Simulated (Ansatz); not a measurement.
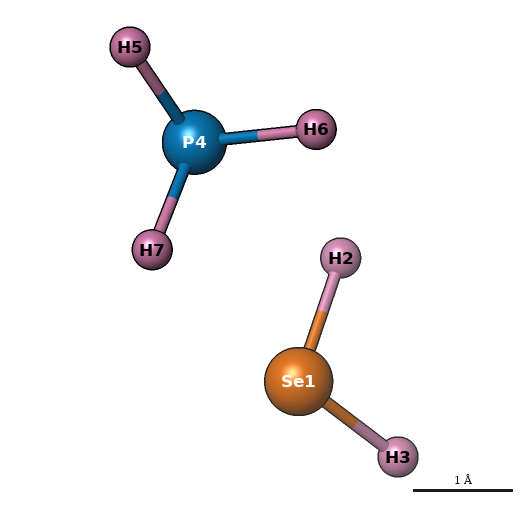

Figure made from data computed with Ansatz.

Numbered structure. Geometry: a pair of rigid molecules at a changed separation.

Question: What is the geometry at Se1?

Answer: Se1 has 2 neighbours (H2 at 1.47, H3 at 1.47 Å); the arrangement is bent.

Question: What is the geometry at P4?

Answer: P4 has 3 neighbours (H5 at 1.42, H6 at 1.42, H7 at 1.42 Å); the arrangement is trigonal pyramidal.
